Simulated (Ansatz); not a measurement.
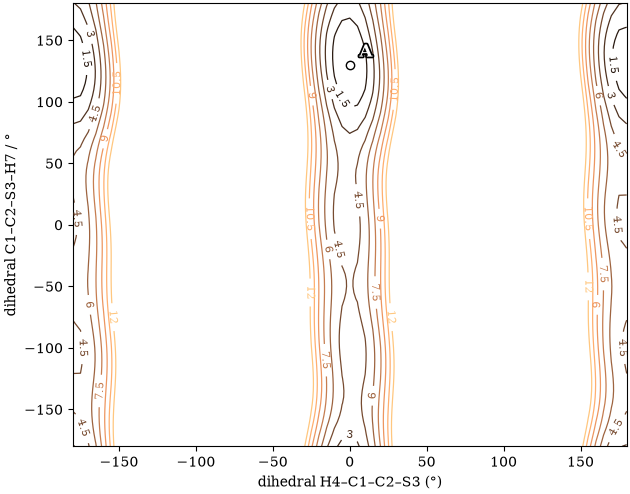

C2H5S, SMILES C=C[SH2+], charge +1. The first coordinate is: dihedral H4–C1–C2–S3; the second: dihedral C1–C2–S3–H7. Nothing is relaxed (all other coordinates rigid). The scan uses an 18 × 18 grid. Energies: kcal/mol, counted from the relaxed molecule at the same level. The dihedral twists a double bond; near 90° a spin-restricted reference is unreliable. All numbers below come from RKS PBE0-D4/def2-SVP in Ansatz.

In the figure: contour lines labelled in kcal/mol (none above 12), the point A. Between grid points the surface is interpolated.

Find the lowest pass out of the well at A.

The easiest path leads from the well at about dihedral H4–C1–C2–S3 = 0°, dihedral C1–C2–S3–H7 = 130° to its copy one period on. Its highest point lies about 4.4 kcal/mol above the bottom of the first well on the interpolated surface, at about dihedral H4–C1–C2–S3 = 0°, dihedral C1–C2–S3–H7 = −50°. The start is the relaxed structure and all else is held, so a fully relaxed path at this level can only be lower. On the way the path dips through a shallower well, about 0.44 kcal/mol deep.

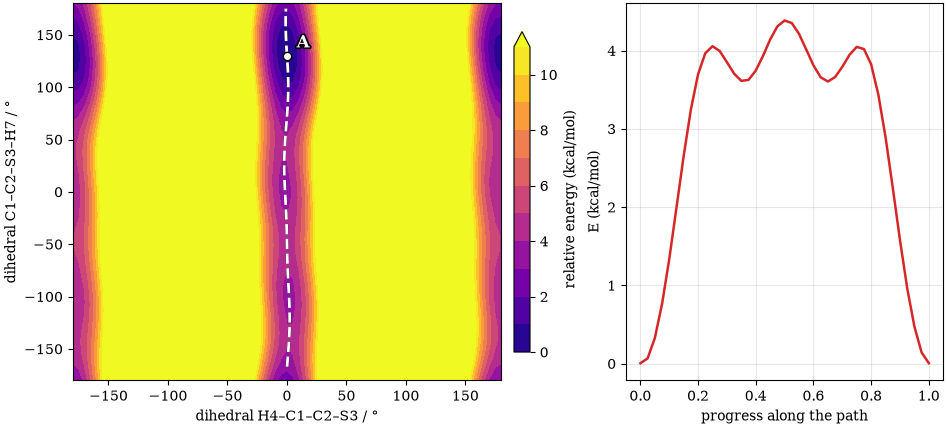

In the figure: filled contours, a line along the lowest path, one colour for all values above the top of the scale, the energy along the path at the right. Between grid points the surface is interpolated.
